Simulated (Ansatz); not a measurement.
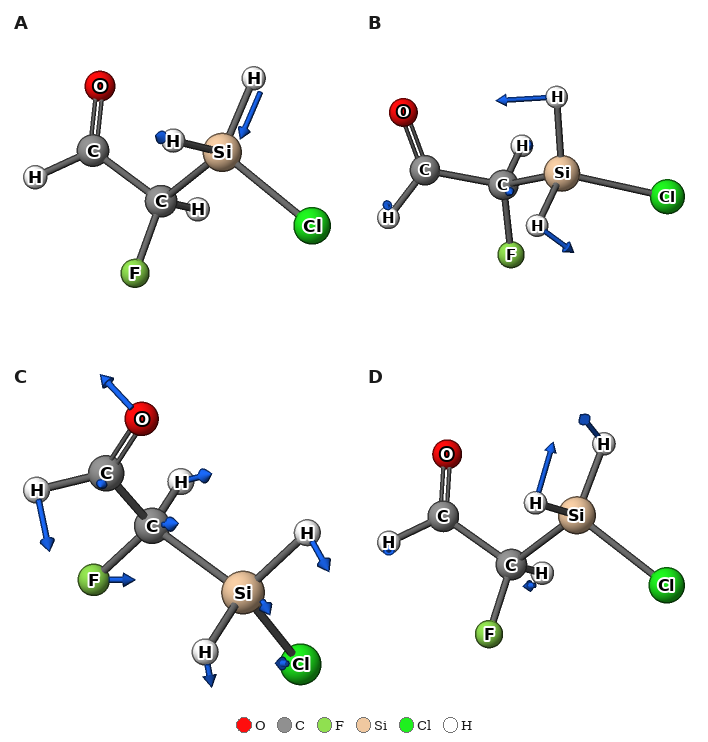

4 normal modes of one molecule or complex, as arrows. Harmonic vibrations computed with RKS PBE0-D4/def2-TZVP (Ansatz 0.2.0) at a stationary point of the same level.

### Match the panels to the wavenumbers 92 cm⁻¹, 654 cm⁻¹, 931 cm⁻¹, 2282 cm⁻¹.

A: 2282 cm⁻¹, Si–H stretching
B: 654 cm⁻¹
C: 92 cm⁻¹
D: 931 cm⁻¹, H–Si–H bending
